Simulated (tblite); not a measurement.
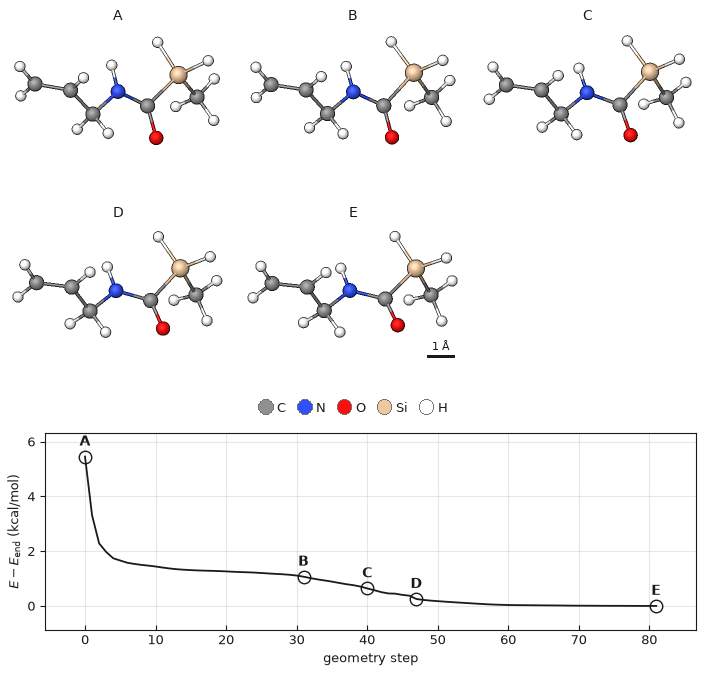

Frames of a relaxation of C$_{5}$H$_{11}$NOSi, marked on the history of the run. The picture is a ball-and-stick view, seen from a free direction.

All numbers below come from tblite 0.8.0, GFN2-xTB geometry optimisation, gas phase. 

What happens along the run?

Over 81 geometry steps the energy falls by 5.45 kcal/mol. The largest move after the best rigid fit is that of the O atom, 0.82 Å. By element the largest moves are O 0.82 Å, H 0.80 Å, N 0.42 Å, C 0.35 Å, Si 0.19 Å. Among the contacts that change: C–Si 1.846 → 1.895 Å, C–C 1.357 → 1.320 Å, H–Si 1.499 → 1.474 Å, C–N 1.374 → 1.351 Å. Bond angles that change, for instance: H–Si–H 104.8° → 110.6°, C–Si–C 112.4° → 107.9°, C–Si–H 111.7° → 107.4°. Groups turn about C–N by about 40°, C–Si by about 35°. From step 0 to 31: an H atom moves most (0.20 Å), energy −4.38 kcal/mol. From step 31 to 40: O and H atoms move most (0.23 Å), energy −0.43 kcal/mol. From step 40 to 47: the O atom moves most (0.27 Å), energy −0.39 kcal/mol. From step 47 to 81: the O atom moves most (0.22 Å), energy −0.25 kcal/mol.

```json
{"step": "0", "E − E(0), kcal/mol": "0.00"}
{"step": "1", "E − E(0), kcal/mol": "-2.14"}
{"step": "2", "E − E(0), kcal/mol": "-3.17"}
{"step": "3", "E − E(0), kcal/mol": "-3.48"}
{"step": "4", "E − E(0), kcal/mol": "-3.71"}
{"step": "5", "E − E(0), kcal/mol": "-3.79"}
{"step": "6", "E − E(0), kcal/mol": "-3.87"}
{"step": "7", "E − E(0), kcal/mol": "-3.92"}
{"step": "8", "E − E(0), kcal/mol": "-3.95"}
{"step": "9", "E − E(0), kcal/mol": "-3.98"}
{"step": "10", "E − E(0), kcal/mol": "-4.01"}
{"step": "14", "E − E(0), kcal/mol": "-4.13"}
{"step": "17", "E − E(0), kcal/mol": "-4.16"}
{"step": "21", "E − E(0), kcal/mol": "-4.20"}
{"step": "25", "E − E(0), kcal/mol": "-4.25"}
{"step": "29", "E − E(0), kcal/mol": "-4.31"}
{"step": "32", "E − E(0), kcal/mol": "-4.44"}
{"step": "36", "E − E(0), kcal/mol": "-4.61"}
{"step": "40", "E − E(0), kcal/mol": "-4.81"}
{"step": "44", "E − E(0), kcal/mol": "-5.00"}
{"step": "47", "E − E(0), kcal/mol": "-5.20"}
{"step": "51", "E − E(0), kcal/mol": "-5.29"}
{"step": "55", "E − E(0), kcal/mol": "-5.36"}
{"step": "59", "E − E(0), kcal/mol": "-5.41"}
{"step": "62", "E − E(0), kcal/mol": "-5.42"}
{"step": "66", "E − E(0), kcal/mol": "-5.43"}
{"step": "70", "E − E(0), kcal/mol": "-5.44"}
{"step": "74", "E − E(0), kcal/mol": "-5.45"}
{"step": "77", "E − E(0), kcal/mol": "-5.45"}
{"step": "81", "E − E(0), kcal/mol": "-5.45"}
```
